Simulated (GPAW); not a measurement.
# Property calculation, with input and output: CH$_{6}$BSi

System: CH$_{6}$BSi, multiplicity 2, SMILES C[B][SiH3].
Method: RPBE/real-space grid, UKS, dispersion D3(0), scalar-relativistic datasets (GPAW 26.7.0).

The atoms were displaced at random from an optimised geometry. Figures and captions count atoms from 1; the log counts them from 0 in places.

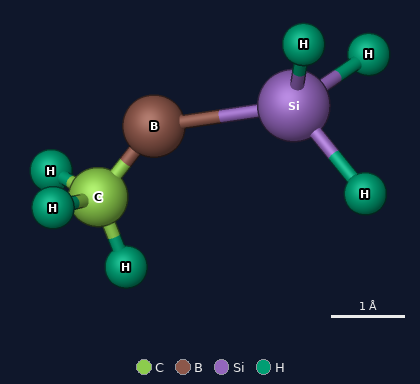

Fig. 1: The structure as given in the input (ball-and-stick view, seen at a tilt).

Input (calc.py)
```python
import numpy as np
from ase import Atoms
from ase.calculators.mixing import SumCalculator
from ase.units import Bohr, Debye
from dftd3.ase import DFTD3
from gpaw import GPAW
from gpaw.analyse.hirshfeld import HirshfeldPartitioning

# Set up the molecule
positions_bohr = np.array(
              [[ -1.377212,   1.985182,  -1.920946],
               [  0.393989,   1.362990,  -0.449299],
               [  1.244492,  -1.721134,   1.929890],
               [ -2.401252,   0.599032,  -3.003465],
               [ -0.514109,   3.298800,  -3.168372],
               [ -2.840117,   3.069890,  -0.665552],
               [  3.901113,  -3.133149,   1.126239],
               [ -0.483352,  -4.262765,   2.138654],
               [  1.600636,  -1.240857,   4.591341]])
mol = Atoms(['C', 'B', 'Si', 'H', 'H', 'H', 'H', 'H', 'H'], positions=positions_bohr * Bohr)
mol.center(vacuum=5.0)
mol.set_initial_magnetic_moments([0.333333, 0.333333, 0.333333, 0.0, 0.0, 0.0, 0.0, 0.0, 0.0])

# DFT calculator
gpaw_calc = GPAW(mode='fd',
                 h=0.2,
                 xc='RPBE',
                 occupations={'name': 'fermi-dirac', 'width': 0.02, 'fixmagmom': True},
                 maxiter=150,
                 symmetry='off',
                 legacy_gpaw=True,
                 txt='-')
mol.calc = SumCalculator([DFTD3(method='RPBE', damping='d3zero'), gpaw_calc])

energy = mol.get_potential_energy()
print(f'Energy = {energy:.5f} eV')
forces = mol.get_forces()
print('Forces (eV/Ang)')
for symbol, f in zip(mol.symbols, forces):
    print(f'{symbol:2} {f[0]:9.4f} {f[1]:9.4f} {f[2]:9.4f}')
dipole = gpaw_calc.get_dipole_moment(mol) / Debye
print(f'Dipole                  {np.linalg.norm(dipole):.3f} D')
print('Moments:', gpaw_calc.get_magnetic_moments(mol).round(3))
hirshfeld = HirshfeldPartitioning(gpaw_calc)
charges = hirshfeld.get_charges()
volumes = hirshfeld.get_effective_volume_ratios()
for symbol, q, v in zip(mol.symbols, charges, volumes):
    print(f'{symbol:2} charge {q:7.3f}  volume ratio {v:6.3f}')
```

Machine: 1 thread of Arm Neoverse N1, 16 GiB of memory available, shared host.

Command:
```bash
python3 -u calc.py | tee calc.out
```

What the program printed
```
___ ___ ___ _ _ _
 |   |   |_  | | | |
 | | | | | . | | | |
 |__ |  _|___|_____|  26.7.0
 |___|_|

units:  Angstrom and eV
cores:  1
OpenMP: False

Versions:
  Python: 3.12.14
  ASE:    3.29.0
  Numpy:  2.5.5
  Scipy:  1.18.1
  Libxc:  7.0.0

        _gpaw.cpython-312-aarch64-linux-gnu.so

Input parameters:
  h: 0.2
  maxiter: 150
  mode: fd
  occupations: {fixmagmom: True,
                name: fermi-dirac,
                width: 0.02}
  symmetry: off
  xc: RPBE

System changes: positions, numbers, cell, pbc, initial_charges, initial_magmoms

Initialize ...

species:
  C:
    name:    Carbon
    Z:       6.0
    valence: 4
    core:    2
    charge:  0.0  # [|e|]
    file:    C.RPBE.gz
    compensation charges:
      type: gauss
      rc: 0.20  # [Å]
      lmax: 2
    cutoffs:
      filter: 1.14  # [Å]
      core: 1.14  # [Å]
    projectors
    | kind |    occ | energy [eV] | rcut [Å] |
    |------|--------|-------------|----------|
    |   2s |  2.000 |     -13.815 |    0.635 |
    |   2p |  2.000 |      -5.254 |    0.635 |
    |    s |        |      13.396 |    0.635 |
    |    p |        |      21.957 |    0.635 |
    |    d |        |       0.000 |    0.635 |

    Using partial waves for C as LCAO basis

  B:
    name:    Boron
    Z:       5.0
    valence: 3
    core:    2
    charge:  0.0  # [|e|]
    file:    B.RPBE.gz
    compensation charges:
      type: gauss
      rc: 0.20  # [Å]
      lmax: 2
    cutoffs:
      filter: 1.14  # [Å]
      core: 1.38  # [Å]
    projectors
    | kind |    occ | energy [eV] | rcut [Å] |
    |------|--------|-------------|----------|
    |   2s |  2.000 |      -9.489 |    0.635 |
    |   2p |  1.000 |      -3.587 |    0.635 |
    |    s |        |      17.723 |    0.635 |
    |    p |        |      23.625 |    0.635 |
    |    d |        |       0.000 |    0.635 |

    Using partial waves for B as LCAO basis

  Si:
    name:    Silicon
    Z:       14.0
    valence: 4
    core:    10
    charge:  0.0  # [|e|]
    file:    Si.RPBE.gz
    compensation charges:
      type: gauss
      rc: 0.33  # [Å]
      lmax: 2
    cutoffs:
      filter: 1.86  # [Å]
      core: 2.06  # [Å]
    projectors
    | kind |    occ | energy [eV] | rcut [Å] |
    |------|--------|-------------|----------|
    |   3s |  2.000 |     -10.793 |    1.058 |
    |   3p |  2.000 |      -4.075 |    1.058 |
    |    s |        |      16.418 |    1.058 |
    |    p |        |      23.136 |    1.058 |
    |    d |        |       0.000 |    1.058 |

    Using partial waves for Si as LCAO basis

  H:
    name:    Hydrogen
    Z:       1.0
    valence: 1
    core:    0
    charge:  0.0  # [|e|]
    file:    H.RPBE.gz
    compensation charges:
      type: gauss
      rc: 0.15  # [Å]
      lmax: 2
    cutoffs:
      filter: 0.85  # [Å]
      core: 0.53  # [Å]
    projectors
    | kind |    occ | energy [eV] | rcut [Å] |
    |------|--------|-------------|----------|
    |   1s |  1.000 |      -6.572 |    0.476 |
    |    s |        |      20.639 |    0.476 |
    |    p |        |       0.000 |    0.476 |

    Using partial waves for H as LCAO basis

Reference energy: -9666.081116  # eV

Spin-polarized calculation.
Initial magnetic moment: 0.999999

Convergence criteria:
 Maximum [total energy] change in last 3 cyles: 0.0005 eV / valence electron
 Maximum integral of absolute [dens]ity change: 0.0001 electrons / valence electron
 Maximum integral of absolute [eigenst]ate change: 4e-08 eV^2 / valence electron
 Maximum number of scf [iter]ations: 150
 (Square brackets indicate name in SCF output, whereas a 'c' in
 the SCF output indicates the quantity has converged.)

Symmetries present (total): 1

  ( 1  0  0)
  ( 0  1  0)
  ( 0  0  1)

1 k-point (Gamma)
1 k-point in the irreducible part of the Brillouin zone
       k-points in crystal coordinates                weights
   0:     0.00000000    0.00000000    0.00000000          1/1

Wave functions: Uniform real-space grid
  Kinetic energy operator: 6*3+1=19 point O(h^6) finite-difference Laplacian
  ScaLapack parameters: grid=1x1, blocksize=None
  Wavefunction extrapolation:
    Improved wavefunction reuse through dual PAW basis

Occupation numbers: Fixed magnetic moment: 1.000
Fermi-Dirac:
  width: 0.0200  # eV

Eigensolver
   Davidson(niter=2)

Densities:
  Coarse grid: 68*72*72 grid
  Fine grid: 136*144*144 grid
  Total Charge: 0.000000

Density mixing:
  Method: fullspin
  Backend: msr1
  Linear mixing parameter: 0.05
  old densities: 10
  Width of damping distribution: 1.1
  Damping of long wavelength oscillations: 1  # (no daming)

Hamiltonian:
  XC and Coulomb potentials evaluated on a 136*144*144 grid
  Using the RPBE Exchange-Correlation functional
  Interpolation: tri-quintic (5. degree polynomial)
  Poisson solver: FastPoissonSolver using
    Stencil: 6*3+1=19 point O(h^6) finite-difference Laplacian
    FFT axes: []
    FST axes: [np.int64(0), np.int64(1), np.int64(2)]

XC parameters: RPBE with 2 nearest neighbor stencil

Memory estimate:
  Process memory now: 405.36 MiB
  Calculator: 347.49 MiB
    Density: 149.25 MiB
      Arrays: 91.98 MiB
      Localized functions: 5.74 MiB
      Mixer: 51.54 MiB
    Hamiltonian: 68.78 MiB
      Arrays: 68.34 MiB
      XC: 0.00 MiB
      Poisson: 0.00 MiB
      vbar: 0.44 MiB
    Wavefunctions: 129.46 MiB
      Arrays psit_nG: 77.30 MiB
      Eigensolver: 51.55 MiB
      Projections: 0.02 MiB
      Projectors: 0.59 MiB

Total number of cores used: 1

Number of atoms: 9
Number of atomic orbitals: 18
Number of bands in calculation: 15
Number of valence electrons: 17
Bands to converge: occupied

... initialized

Initializing position-dependent things.

Density initialized from atomic densities
Creating initial wave functions:
  15 bands from LCAO basis set

          .--------------------------------.
         /|                                |
        / |                                |
       /  |                                |
      /   |                                |
     /    |                                |
    /     |                                |
   /      |                                |
  /       |                                |
 *        |                                |
 |        |                                |
 |        |            H                   |
 |        |                                |
 |        |        H  Si                   |
 |        |         C H  H                 |
 |        |        H                       |
 |        |                                |
 |        .--------------------------------.
 |       /                                /
 |      /                                /
 |     /                                /
 |    /                                /
 |   /                                /
 |  /                                /
 | /                                /
 |/                                /
 *--------------------------------*

Atomic positions and initial magnetic moments

Positions:
   0 C      5.774136    8.306271    5.660109    ( 0.0000,  0.0000,  0.3333)
   1 B      6.711415    7.977021    6.438871    ( 0.0000,  0.0000,  0.3333)
   2 Si     7.161482    6.344973    7.697884    ( 0.0000,  0.0000,  0.3333)
   3 H      5.232237    7.572752    5.087265    ( 0.0000,  0.0000,  0.0000)
   4 H      6.230870    9.001408    5.000000    ( 0.0000,  0.0000,  0.0000)
   5 H      5.000000    8.880274    6.324435    ( 0.0000,  0.0000,  0.0000)
   6 H      8.567305    5.597767    7.272610    ( 0.0000,  0.0000,  0.0000)
   7 H      6.247146    5.000000    7.808357    ( 0.0000,  0.0000,  0.0000)
   8 H      7.349945    6.599125    9.106263    ( 0.0000,  0.0000,  0.0000)

Unit cell:
           periodic     x           y           z      points  spacing
  1. axis:    no    13.567305    0.000000    0.000000    68     0.1995
  2. axis:    no     0.000000   14.001408    0.000000    72     0.1945
  3. axis:    no     0.000000    0.000000   14.106263    72     0.1959

  Lengths:  13.567305  14.001408  14.106263
  Angles:   90.000000  90.000000  90.000000

Effective grid spacing dv^(1/3) = 0.1966

iter:   1 00:00:07   -40.305575                   +0.9906
iter:   2 00:00:12   -39.701362   +0.27  -0.51    +0.9911
iter:   3 00:00:16   -36.301347   +0.97  -0.53    +0.9972
iter:   4 00:00:21   -35.997502   +0.10  -1.12    +0.9977
iter:   5 00:00:25   -36.084899   -0.03  -1.37    +0.9995
iter:   6 00:00:30   -36.049954   -0.76  -1.61    +1.0000
iter:   7 00:00:35   -36.049844   -1.50  -2.06    +1.0001
iter:   8 00:00:39   -36.049224c  -1.99  -2.48    +1.0000
iter:   9 00:00:44   -36.049421c  -2.44  -2.84    +1.0000
iter:  10 00:00:49   -36.049415c  -2.93  -2.94    +1.0000
iter:  11 00:00:53   -36.049464c  -3.07  -3.21    +1.0000
iter:  12 00:00:58   -36.049456c  -3.79  -3.47    +1.0000
iter:  13 00:01:03   -36.049464c  -4.02  -3.68    +1.0000
iter:  14 00:01:08   -36.049462c  -4.40  -3.74    +1.0000
iter:  15 00:01:13   -36.049463c  -4.69  -4.35c   +1.0000
iter:  16 00:01:17   -36.049463c  -5.30  -4.51c   +1.0000
iter:  17 00:01:22   -36.049463c  -5.61  -4.47c   +1.0000
iter:  18 00:01:27   -36.049463c  -6.10  -5.10c   +1.0000
iter:  19 00:01:32   -36.049463c  -6.28  -4.99c   +1.0000
iter:  20 00:01:37   -36.049463c  -6.79  -5.29c   +1.0000
iter:  21 00:01:41   -36.049463c  -7.05  -5.58c   +1.0000
iter:  22 00:01:46   -36.049463c  -7.69c -5.82c   +1.0000

Converged after 22 iterations.

Dipole moment: (-0.418372, 0.412433, -0.378851) |e|*Ang

Total magnetic moment: (0.000000, 0.000000, 0.999999)
Local magnetic moments:
   0 C  ( 0.000000,  0.000000, -0.002802)
   1 B  ( 0.000000,  0.000000,  0.140493)
   2 Si ( 0.000000,  0.000000,  0.036956)
   3 H  ( 0.000000,  0.000000,  0.021931)
   4 H  ( 0.000000,  0.000000,  0.019205)
   5 H  ( 0.000000,  0.000000, -0.001918)
   6 H  ( 0.000000,  0.000000, -0.002236)
   7 H  ( 0.000000,  0.000000,  0.018402)
   8 H  ( 0.000000,  0.000000, -0.001657)

Energy contributions relative to reference atoms: (reference = -9666.081116)

Kinetic:        +51.065371
Potential:      -50.752107
External:        +0.000000
XC:             -36.467928
Entropy (-ST):   -0.000000
Local:           +0.105201
SIC:             +0.000000
--------------------------
Free energy:    -36.049463
Extrapolated:   -36.049463

Spin contamination: 0.048934 electrons
                   Up                     Down
 Band  Eigenvalues  Occupancy  Eigenvalues  Occupancy
    0    -19.24258    1.00000    -19.12034    1.00000
    1    -12.84899    1.00000    -12.70037    1.00000
    2    -11.75208    1.00000    -11.45886    1.00000
    3    -11.42696    1.00000    -11.34364    1.00000
    4    -10.85025    1.00000    -10.70141    1.00000
    5     -7.95416    1.00000     -7.84639    1.00000
    6     -7.79106    1.00000     -7.55267    1.00000
    7     -7.21287    1.00000     -7.09397    1.00000
    8     -4.01959    1.00000     -2.42456    0.00000
    9     -2.81353    0.00000     -2.24531    0.00000
   10     -0.88679    0.00000     -0.78238    0.00000
   11     -0.20642    0.00000     -0.03047    0.00000
   12      0.01189    0.00000      0.11827    0.00000
   13      0.13614    0.00000      0.27381    0.00000
   14      0.40097    0.00000      0.60191    0.00000

Fermi levels: -3.72942, -2.71474

Energy = -36.17229 eV

Forces in eV/Ang:
  0 C   -10.51947    4.11999   -6.92870
  1 B    10.38342   -5.13827   10.40923
  2 Si    0.65790   -2.12224   -1.55622
  3 H    -0.70338   -0.65157   -0.45736
  4 H    -0.10938    1.46765   -1.40179
  5 H     1.05473   -0.60252   -0.92181
  6 H    -1.30594    1.00170    0.25141
  7 H     0.43178    1.23278   -0.34939
  8 H     0.15216    0.66971    0.98818

Forces (eV/Ang)
C   -10.5232    4.1252   -6.9358
B    10.4297   -5.1739   10.4555
Si    0.6421   -2.0982   -1.5570
H    -0.7186   -0.6851   -0.4730
H    -0.0917    1.4821   -1.4195
H     1.0319   -0.5913   -0.8939
H    -1.3162    1.0080    0.2513
H     0.4380    1.2408   -0.3542
H     0.1497    0.6696    0.9601
Dipole                  3.358 D
Moments: [-0.003  0.14   0.037  0.022  0.019 -0.002 -0.002  0.018 -0.002]
C  charge  -0.186  volume ratio  0.773
B  charge   0.049  volume ratio  0.855
Si charge   0.159  volume ratio  0.839
H  charge   0.070  volume ratio  0.614
H  charge   0.067  volume ratio  0.650
H  charge   0.111  volume ratio  0.617
H  charge  -0.088  volume ratio  0.830
H  charge  -0.102  volume ratio  0.839
H  charge  -0.079  volume ratio  0.769
```

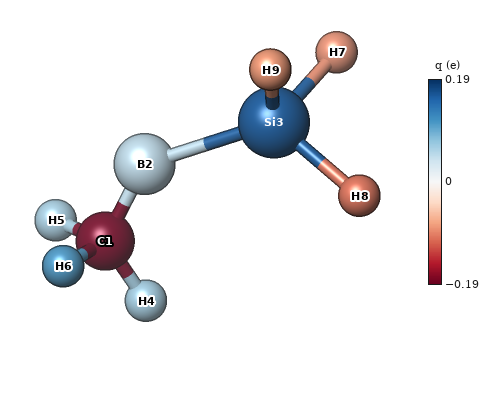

Fig. 2: Hirshfeld charges, as the colour of each atom (ball-and-stick view, seen at a tilt; atoms are numbered from 1 in the order of the input). By element: C −0.19, B +0.05, Si +0.16 and H −0.10 to +0.11 e.

Key numbers

```csv
quantity,value
outcome,converged
energy relative to the program's reference atoms,−36.1723 eV
dispersion energy,−0.004514 hartree
largest force,15.648 eV/Å
dipole moment,3.36 D
wall time,1.9 min
peak memory,1.1 GiB
```
